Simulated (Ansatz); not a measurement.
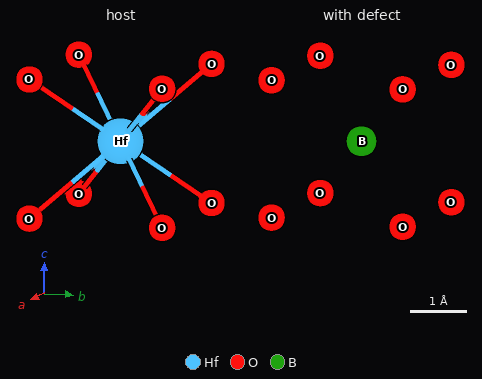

Left: perfect HfO2. Right: the same region with one point defect, after relaxing the atoms in a supercell of 24 sites. The picture is a ball-and-stick view of the atoms within 3.3 Å of one point, seen slightly off an axis.

All numbers below come from Ansatz 0.2.0, DFT, PBE, plane-wave PAW, default files, scalar-relativistic. (plane-wave cutoff 420 eV; k-point mesh 3 × 3 × 3; occupations fermi dirac; smearing width 0.01 eV; no spin polarisation) A uniform background neutralises the charged cell. The axes drawn are those of the host's conventional cell.

What kind of defect was made?

Answer. A hafnium atom is replaced by boron.

The charge state of the cell is −1.

How does the lattice respond?

Answer. In the host the Hf atom has 8 O at 2.21 Å; the B atom ends with 8 O at 2.19 Å. Of the host's atoms, an oxygen atom moves furthest from its site, by 0.03 Å. Relaxing the atoms from the host's sites lowers the energy by 0.04 eV.

Limits of the set-up: the periodic images lie only 7.2 Å apart, so the values are limited by the cell's size; the cell is charged, on a uniform background, and energies carry no finite-size correction.
